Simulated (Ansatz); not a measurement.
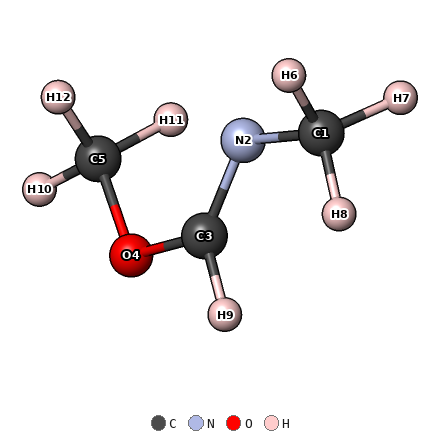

The system is C3H7NO, SMILES CN=COC; the picture shows the reference structure. First axis: angle C3–O4–C5. Second axis: change of the bonds O4–C3, O4–C5, all alike. Nothing is relaxed (all other coordinates rigid). The scan uses a 13 × 13 grid. Points are written as (first, second). Energies: eV, counted from the lowest grid point. These are results of RKS PBE-D4/def2-TZVP (Ansatz 0.2.0), not measurements.

Its coordinates:

```xyz
12

C    -0.1948    1.8230    0.9121
N    -0.2758    0.5338    0.2555
C     0.8130   -0.0736    0.0233
O     0.8928   -1.2777   -0.5794
C    -0.3681   -1.8578   -0.9588
H    -0.7685    1.7963    1.8516
H    -0.6610    2.5918    0.2765
H     0.8396    2.1446    1.1451
H     1.8245    0.2893    0.2758
H    -0.1204   -2.8168   -1.4266
H    -0.8978   -1.2026   -1.6648
H    -1.0063   -2.0057   -0.0761
```

Range: angle C3–O4–C5 from 70.2 to 160.2°; change of the bonds O4–C3, O4–C5, all alike from −0.153 to 0.237 Å.

> What will the energy surface look like?

The lowest grid point is at (115.2°, 0.009 Å). No other kind of well shows on this grid. The highest grid point, (70.2°, −0.153 Å), lies 16.5 eV above the lowest. Round the minimum the valley is somewhat tilted: raising angle C3–O4–C5 shifts the best value of the second coordinate downwards (coupling k₁₂/√(k₁₁k₂₂) about 0.3).

```tsv
second ↓, first →	70.2	77.7	85.2	92.7	100.2	107.7	115.2	122.7	130.2	137.7	145.2	152.7	160.2
0.237	6.6	3.6	2.2	1.5	1.3	1.2	1.3	1.4	1.6	1.8	2.1	2.4	2.6
0.204	6.9	3.7	2.1	1.3	1.0	1.0	1.0	1.1	1.3	1.6	1.8	2.1	2.3
0.172	7.2	3.8	2.0	1.2	0.8	0.7	0.8	0.9	1.1	1.3	1.6	1.8	2.1
0.139	7.7	4.0	2.0	1.0	0.6	0.5	0.5	0.7	0.8	1.1	1.3	1.6	1.8
0.107	8.2	4.2	2.0	1.0	0.5	0.3	0.3	0.4	0.6	0.9	1.1	1.4	1.6
0.074	8.8	4.5	2.2	1.0	0.4	0.2	0.2	0.3	0.4	0.7	0.9	1.2	1.4
0.042	9.5	4.9	2.3	1.0	0.4	0.1	0.1	0.1	0.3	0.5	0.8	1.0	1.2
0.009	10.3	5.4	2.6	1.1	0.4	0.1	0.0	0.1	0.2	0.4	0.7	0.9	1.1
−0.023	11.2	6.1	3.0	1.3	0.5	0.1	0.0	0.1	0.2	0.4	0.6	0.9	1.1
−0.056	12.3	6.9	3.5	1.7	0.7	0.3	0.1	0.1	0.3	0.5	0.7	0.9	1.1
−0.088	13.5	7.8	4.2	2.2	1.1	0.5	0.3	0.3	0.4	0.6	0.8	1.0	1.2
−0.121	14.9	8.9	5.1	2.8	1.6	1.0	0.7	0.6	0.7	0.9	1.1	1.3	1.5
−0.153	16.5	10.3	6.1	3.6	2.2	1.5	1.2	1.1	1.2	1.3	1.5	1.7	1.9
```

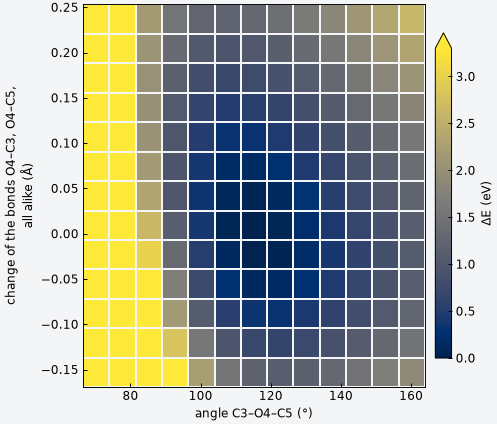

The picture shows one coloured cell a grid point, one colour for all values above the top of the scale.

Each point was launched as `ansatz run input.yaml --threads 1 --pin off --max-ram 2560MiB --backend cpu --events-out ev --progress --plain --runs-dir out`. Time for the 169 points that were run: 9 min on 1 thread of AMD EPYC 9R45 96-Core Processor (Zen 5), on a shared host.
